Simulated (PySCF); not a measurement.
SMILES c1(F)ccc(s1)F (C₄H₂F₂S), singlet at its PBE/def2-SVP optimised geometry (Å):

```
9

F      2.4172     0.2889     0.0000
C      1.0856     0.2889     0.0000
C      0.2476    -0.7966     0.0009
C     -1.1359    -0.4058     0.0021
C     -1.2824     0.9577     0.0018
F     -2.4172     1.6544     0.0020
S      0.2429     1.8318     0.0000
H      0.6119    -1.8318     0.0003
H     -1.9877    -1.0977     0.0038
```

Method: PBE/def2-TZVP run with PySCF 2.14.0.

Map of the Laplacian of the electron density (e/bohr⁵) on the plane z = 0.8 Å:

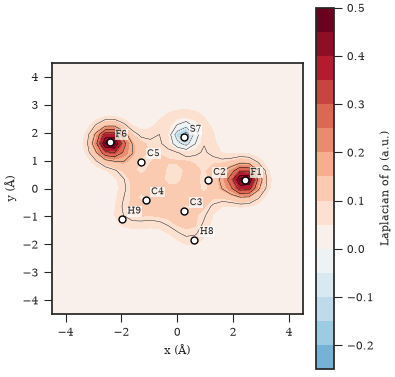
Laplacian of the electron density (e/bohr⁵) on the plane z = 0.8 Å.
